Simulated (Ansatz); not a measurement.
# Sn: response to strain

Aim: deform Sn (equal xx and yy strain of -1 %) and compute stress, forces and field gradients with LAPW, PAW and all-electron datasets made for the crystal.

Computed with Ansatz 0.2.0 (DFT PBEsol, scalar-relativistic, unless a step's input says otherwise).

**1. Starting point**

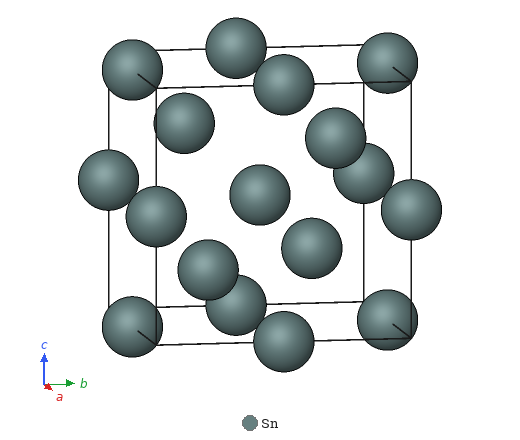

The starting structure, seen slightly off an axis (tin teal). The cell drawn here is the conventional one.

Structure file:

```
Sn
1.0
     0.00000    3.24560    3.24560
     3.24560    0.00000    3.24560
     3.24560    3.24560    0.00000
Sn
2
Cartesian
  3.2456 3.2456 3.2456
  4.8684 4.8684 4.8684
```

Atoms are numbered in the order of the input: Sn1, Sn2.

**2. After the deformation**

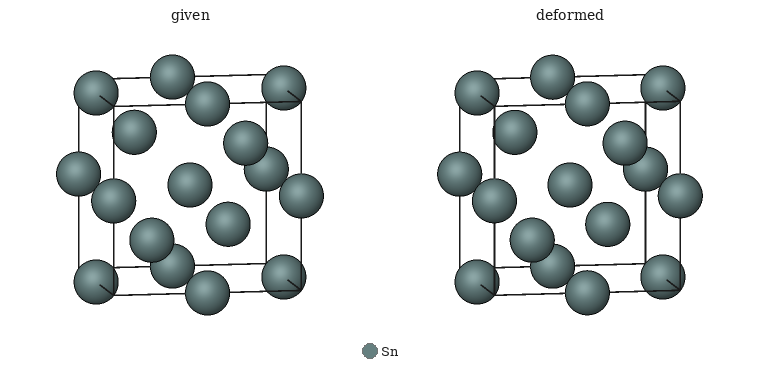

Given and deformed, at one scale.

Space group Fd-3m before, I4_1/amd after.

**3. LAPW, all electrons**

File input.yaml:

```yaml
crystal:
  lattice:
    - [0.0, 3.213144, 3.2456]
    - [3.213144, 0.0, 3.2456]
    - [3.213144, 3.213144, 0.0]
  atoms:
    - { symbol: Sn, position: [0.5, 0.5, 0.5] }
    - { symbol: Sn, position: [0.75, 0.75, 0.75] }
kpoints:
  mp_grid: { grid: [11, 11, 11] }
  band_path:
    path:
      - [0.0, 0.0, 0.0]
      - [0.0, 0.5, 0.5]
      - [0.25, 0.75, 0.5]
      - [0.0, 0.5, 0.0]
      - [0.0, 0.0, 0.0]
      - [0.5, 0.5, 0.0]
      - [0.3725125, 0.6274875, 0.0]
      - [-0.3725125, 0.3725125, 0.0]
      - [0.0, 0.0, 0.0]
    npoints: 5
scf:
  occupations: { method: fermi_dirac, width: 0.05 }
hamiltonian:
  xc: pbesol
  pseudopotentials: { kind: all_electron, lapw: { basis_error: 0.001 } }
output:
  forces: true
  stress: true
  eigenvalues: true
```

On the command line:

```bash
$ ansatz run input.yaml --threads 1 --pin off --max-ram 3072MiB --backend cpu --events-out ev --progress --plain --runs-dir out
```

Output (excerpt; [...] marks lines left out):

```text
LAPW: plane waves up to 8.239 Å⁻¹, error target 1.0e-3 eV per atom; small_component_spin mean_spin; Sn in spheres of 1.396 Å, 22 of its electrons in bands, Dirac shells []
[...]
Pseudopotentials: kind: all_electron
Pseudopotential: Sn, LAPW, valence charge 22, Koelling and Harmon's equation, gaussian nucleus
Functional definition: PBEsol
[...]
Crystal: 2 atoms, lattice volume = 67.017 Å³
Basis set: ecut = 258.6476156612324 eV, 617 PW (Γ), exchange–correlation at level 2
Bands: 27, of which v1, the nominal top of the filled ones, is band 22 counted from 1 (21 counted from 0)
Symmetry: 16 space group operations
Space group: I41/amd (ITA 141), of the structure as read, at distance tolerance 4.1e-5 Å
k-points: 126 of 1331
[...]
SCF iter   1: F=—  HF=-336030.065016 eV  |F-HF|=—  |Δ(HF+E_count)|=         —  Δρ=1.87e-2  dr2=2.90e-1  ethr=6.54e-4  ⟨swp⟩=2.9  Hψ=21983  notcnv=0
[...]
the basis was enlarged: its passes take 189.0 KiB over the memory plan, 1 of 1 planned eigensolver slots
[...]
SCF iter   8: F=-336029.984510 eV  HF=-336029.984510 eV  |F-HF|=4.00e-7  |Δ(HF+E_count)|=   3.50e-6  Δρ=1.23e-5  dr2=6.84e-8  ethr=2.02e-9  ⟨swp⟩=3.0  Hψ=9962  notcnv=0
[...]
NSCF: frozen V_eff on 41 k-points
SCF converged after 8 iterations
Free energy (F): -336029.984510 eV
[...]
E sigma→0 (E₀):  -336029.983693 eV
Entropy (-TS):   -0.001633 eV (-0.817 meV/atom)
Fermi energy:    10.318607 eV
[...]
--- Forces (eV/Å), atoms counted from 1 ---
  atom   1  Sn    -0.00000000     0.00000000     0.00000000
  atom   2  Sn    -0.00000000     0.00000000     0.00000000
[...]
--- Stress (GPa, compression-positive) ---
        2.066970       0.000000       0.000000
        0.000000       2.066970       0.000000
        0.000000       0.000000       1.761831
  P = ⅓ Tr σ = 1.9653 GPa (19.653 kbar)
--- Band table (eV; the first three rows and the last of 126) ---
[...]
```

Run time: 35 s. Hardware: 1 thread of Intel Xeon Platinum 8488C (Sapphire Rapids), shared host; peak memory 0.6 GiB.

In short: pressure 1.97 GPa; no gap.

**4. PAW with frozen cores**

File input.yaml:

```yaml
crystal:
  lattice:
    - [0.0, 3.213144, 3.2456]
    - [3.213144, 0.0, 3.2456]
    - [3.213144, 3.213144, 0.0]
  atoms:
    - { symbol: Sn, position: [0.5, 0.5, 0.5] }
    - { symbol: Sn, position: [0.75, 0.75, 0.75] }
kpoints:
  mp_grid: { grid: [11, 11, 11] }
scf:
  occupations: { method: fermi_dirac, width: 0.05 }
hamiltonian:
  xc: pbesol
  pseudopotentials: { kind: paw }
output:
  forces: true
  stress: true
  eigenvalues: true
  efg: { contact_densities: true }
```

On the command line:

```bash
$ ansatz run input.yaml --threads 1 --pin off --max-ram 3072MiB --backend cpu --events-out ev --progress --plain --runs-dir out
```

Output (excerpt; [...] marks lines left out):

```text
Sn: output.efg is read without spin–orbit coupling, which moves field gradients at and beside such atoms by some per cent and up to a factor of two; PAW files take it under magnetization.noncollinear and magnetization.spin_orbit
[...]
Pseudopotentials: kind: paw
Pseudopotential: Sn, paw, valence charge 14, recommended cutoff 420 eV (normal)
[... 1 set-up line as earlier in the session ...]
[...]
Crystal: 2 atoms, lattice volume = 67.017 Å³
Basis set: ecut = 420 eV, 1331 PW (Γ), exchange–correlation on 64×64×64 points (8 copies of the dense FFT grid, shifted against one another)
Bands: 18, of which v1, the nominal top of the filled ones, is band 14 counted from 1 (13 counted from 0)
[... 2 set-up lines as earlier in the session ...]
k-points: 126 of 1331
[...]
  atom   1  Sn     0.00000000    -0.00000000     0.00000000
  atom   2  Sn     0.00000000    -0.00000000     0.00000000
[...]
--- Stress (GPa, compression-positive) ---
        2.067071       0.000000       0.000000
        0.000000       2.067071       0.000000
        0.000000       0.000000       1.762092
  P = ⅓ Tr σ = 1.9654 GPa (19.654 kbar)
--- PAW observables at the nuclei: V_zz in 10²¹ V/m², potentials from the cell's mean, atoms counted from 1 ---
  atom   1  Sn V_zz =    -0.147810   η = 0.0000   by run symmetry: allowed
            electrostatic potential = -8171.023237 V   contact ρ = 1234585.632479 e/Å³
  atom   2  Sn V_zz =    -0.147810   η = 0.0000   by run symmetry: allowed
            electrostatic potential = -8171.023237 V   contact ρ = 1234585.632479 e/Å³
--- Band table (eV; the first three rows and the last of 126) ---
  k-point 0: bands = ["-13.7432", "-13.7432", "-13.7386", "-13.6790", "-13.6769", "-13.3546", "-13.3487", "-13.3487", "-13.3406", "-13.3371", "-2.8378", "7.3658", "7.9649", "8.0335", "8.0335", "10.0629", "10.0629", "10.1033"]
[...]
```

Wall time 7.5 s (1 thread of Intel Xeon Platinum 8488C (Sapphire Rapids), shared host); peak memory 0.47 GiB.

In short: pressure 1.97 GPa; no gap; Vzz Sn1 -0.15 (η = 0.00) (10²¹ V/m²).

**5. Datasets made for this crystal**

Edit input.yaml of step 4 so:

```diff
@@ -14,3 +14,3 @@
   xc: pbesol
-  pseudopotentials: { kind: paw }
+  pseudopotentials: { kind: all_electron, datasets: crystal }
 output:
```

On the command line:

```bash
$ ansatz run input.yaml --threads 1 --pin off --max-ram 3072MiB --backend cpu --events-out ev --progress --plain --runs-dir out
```

Output (excerpt; [...] marks lines left out):

```text
[...]
band count auto-derived: 19 (N_el = 28.0; filled up to band 14; 18 by the electrons, moments and atoms)
Sn: output.efg is read without spin–orbit coupling, which moves field gradients at and beside such atoms by some per cent and up to a factor of two; PAW files take it under magnetization.noncollinear and magnetization.spin_orbit
[...]
[... 1 set-up line as earlier in the session ...]
Pseudopotential: Sn, paw, valence charge 14, recommended cutoff 240 eV (normal), Koelling and Harmon's equation, gaussian nucleus
[... 1 set-up line as earlier in the session ...]
[...]
Crystal: 2 atoms, lattice volume = 67.017 Å³
Basis set: ecut = 240 eV, 537 PW (Γ), exchange–correlation on 48×48×48 points (8 copies of the dense FFT grid, shifted against one another)
Bands: 19, of which v1, the nominal top of the filled ones, is band 14 counted from 1 (13 counted from 0)
[... 1 set-up line as earlier in the session ...]
[...]
  atom   1  Sn    -0.00000000    -0.00000000     0.00000000
  atom   2  Sn     0.00000000    -0.00000000     0.00000000
[...]
--- Stress (GPa, compression-positive) ---
        2.065933       0.000000       0.000000
        0.000000       2.065933       0.000000
        0.000000       0.000000       1.760851
  P = ⅓ Tr σ = 1.9642 GPa (19.642 kbar)
--- PAW observables at the nuclei: V_zz in 10²¹ V/m², potentials from the cell's mean, atoms counted from 1 ---
  atom   1  Sn V_zz =    -0.154814   η = 0.0000   by run symmetry: allowed
            electrostatic potential = -8169.083685 V   contact ρ = 1234485.292166 e/Å³
  atom   2  Sn V_zz =    -0.154814   η = 0.0000   by run symmetry: allowed
            electrostatic potential = -8169.083685 V   contact ρ = 1234485.292166 e/Å³
--- Band table (eV; the first three rows and the last of 126) ---
  k-point 0: bands = ["-11.3484", "-11.3484", "-11.3438", "-11.2842", "-11.2820", "-10.9596", "-10.9538", "-10.9538", "-10.9456", "-10.9423", "-0.4451", "9.7590", "10.3575", "10.4262", "10.4262", "12.4555", "12.4555"]
[...]
```

Wall time 14 s (1 thread of Intel Xeon Platinum 8488C (Sapphire Rapids), shared host); peak memory 0.58 GiB.

Result: pressure 1.96 GPa; no gap; Vzz Sn1 -0.15 (η = 0.00) (10²¹ V/m²).

**6. Side by side**

Stress (GPa, compression positive):

```tsv
method	xx	yy	zz	yz	xz	xy
LAPW	2.07	2.07	1.76	0.00	0.00	0.00
PAW	2.07	2.07	1.76	0.00	0.00	0.00
crystal datasets	2.07	2.07	1.76	0.00	0.00	0.00
```

| method | pressure (GPa) | Vzz Sn1 (10²¹ V/m²) | SCF cycles, all passes |
| --- | --- | --- | --- |
| LAPW | 1.97 | – | 8 |
| PAW | 1.97 | -0.15 | 7 |
| crystal datasets | 1.96 | -0.15 | 9 |

**7. Summary of results**

| quantity | value |
| --- | --- |
| pressure | LAPW 1.97, PAW 1.97, crystal datasets 1.96 GPa |
| largest shear or deviatoric stress (LAPW) | 0.20 GPa |

**Reading.** The largest part of the stress beyond the pressure is 0.20 GPa in size, in the zz component; the atoms are carried along and not relaxed. No run of the undeformed cell stands beside it, so the pressure holds what the given cell had before the change. PAW: stress within 0.01 GPa of LAPW. Crystal datasets: stress within 0.01 GPa of LAPW.
